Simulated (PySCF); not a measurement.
# H4SSi (Si(SH)H3): RPA@SVWN5/cc-pVTZ (max memory mb 1860)

What is the vertical ionisation energy of H4SSi (Si(SH)H3) at RPA@SVWN5/cc-pVTZ (max memory mb 1860)? Input form: a Python script.

The calculation is run with PySCF 2.14.0.

### 1 The system as given

The species is H4SSi (6 atoms), typed as a singlet with charge 0. As SMILES, `[H][Si]([H])([H])S`. The shape comes from GFN2-xTB, which is rough for such elements, and wasn't checked as a minimum.

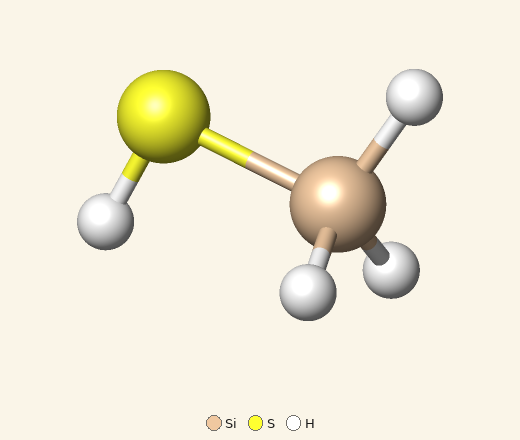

The structure, seen from a chosen angle (silicon light orange, sulfur yellow, hydrogen white).

### 2 A single-point energy at RPA@SVWN5/cc-pVTZ (max memory mb 1860)

Input file input.py:

```python
# Si(SH)H3
from pyscf import gto, dft
from pyscf.gw.rpa import RPA

mol = gto.M(
    atom='''
Si     0.201210    -0.014540    -0.544580
S      0.253720     0.019820     1.601470
H     -1.056810     0.059910     1.795240
H      1.606010    -0.020690    -0.909950
H     -0.503230     1.180600    -0.990160
H     -0.500900    -1.225100    -0.952020
''',
    max_memory=1860,
    basis='cc-pvtz',
    verbose=3,
    spin=0,
)

calc0 = dft.RKS(mol, xc='svwn')
calc0.conv_tol = 1e-10
calc0.grids.level = 4
calc0.kernel()
if not calc0.converged:
    calc0 = calc0.newton().run(calc0.mo_coeff, calc0.mo_occ)

rpa = RPA(calc0, frozen=10)
rpa.kernel()
e_exx = calc0.to_hf().energy_tot(calc0.make_rdm1())
energy = e_exx + rpa.e_corr
print('E(%s) = %.9f' % ('SVWN5', energy))
```

The run is started by

```sh
OMP_NUM_THREADS=1 python input.py
```

What it wrote:

```text
converged SCF energy = -687.564234642943
E(RPA) = -689.383954062409  E_corr = -0.584620650770993  E_hf = -688.799333411638
E(SVWN5) = -689.388812483
```

Wall time 19 s (1 thread of Arm Neoverse V1, shared host); peak memory 0.47 GiB.

### 3 The doublet cation, same level

Input file job.py:

```python
from pyscf import gto, dft
from pyscf.gw.urpa import URPA

system = gto.Mole()
system.atom = '''
Si     0.380232    -0.027477    -1.029107
S      0.479461     0.037454     3.026340
H     -1.997081     0.113213     3.392512
H      3.034919    -0.039098    -1.719556
H     -0.950967     2.231011    -1.871131
H     -0.946564    -2.315103    -1.799057
'''
system.verbose = 4
system.basis = 'cc-pvtz'
system.charge = 1
system.unit = 'bohr'
system.max_memory = 1860
system.spin = 1
system.build()

mf = dft.UKS(system)
mf.xc = 'svwn'
mf.conv_tol = 1e-10
mf.grids.level = 4
mf.kernel()
if not mf.converged:
    mf = mf.newton().run(mf.mo_coeff, mf.mo_occ)

rpa = URPA(mf, frozen=10)
rpa.kernel()
e_exx = mf.to_hf().energy_tot(mf.make_rdm1())
etot = e_exx + rpa.e_corr
print(f'total energy: {etot:.8f} hartree')
```

The run is started by

```sh
OMP_NUM_THREADS=1 python job.py
```

What it wrote:

```text
PySCF version 2.14.0

[... 102 lines left out ...]
converged SCF energy = -687.20574015641  <S^2> = 0.75209279  2S+1 = 2.0020917
[... 1 line left out ...]
******** <class 'pyscf.gw.urpa.URPA'> ********
nocc = (np.int64(7), np.int64(6)), nmo = (114, 114)
frozen orbitals 10
mem_avail = 1480.49  mem_blk = 0.12  auxlen = 364

******** <class 'pyscf.df.df.DF'> ********
auxbasis = auxmol.basis = {'Si': 'cc-pvtz-ri', 'H': 'cc-pvtz-ri', 'S': 'cc-pvtz-ri'}
Lowest orbital energy difference: ( 2.6595e-01,  4.7368e-02)
E(URPA) = -689.01755444763  E_corr = -0.558445840142526  E_hf = -688.459108607488
total energy: -689.02237989 hartree
```

It took 23 s on 1 thread of Arm Neoverse V1, shared host; peak memory 0.48 GiB.

### 4 What came out

Level: RPA@SVWN5/cc-pVTZ (max memory mb 1860), 10 core orbitals frozen.

```
                                                                     quantity          value
                                                  singlet H4SSi: total energy  -689.38881 Eh
                       singlet H4SSi: dipole moment (SVWN5 Kohn–Sham density)         1.27 D
                        singlet H4SSi: HOMO energy (SVWN5 Kohn–Sham orbitals)       -6.22 eV
                        singlet H4SSi: LUMO energy (SVWN5 Kohn–Sham orbitals)       -1.01 eV
                      singlet H4SSi: HOMO–LUMO gap (SVWN5 Kohn–Sham orbitals)        5.22 eV
                              singlet H4SSi: RPA correlation energy (valence)     -584.6 mEh
                                                 doublet cation: total energy  -689.02238 Eh
doublet cation: HOMO energy (SVWN5 Kohn–Sham orbitals) (highest over α and β)      -14.21 eV
 doublet cation: LUMO energy (SVWN5 Kohn–Sham orbitals) (lowest over α and β)      -13.22 eV
                             doublet cation: RPA correlation energy (valence)     -558.4 mEh
                                                         doublet cation: ⟨S²⟩          0.752
                           vertical ionisation energy (to the doublet cation)       9.971 eV
```

In words: The vertical ionisation energy comes to 9.97 eV (230 kcal/mol). Mulliken charges (singlet H4SSi) of the mean-field density run from -0.23 on S2 to +0.12 on H3; they depend strongly on the basis. Mulliken charges (doublet cation) of the mean-field density run from +0.08 on Si1 to +0.30 on S2.
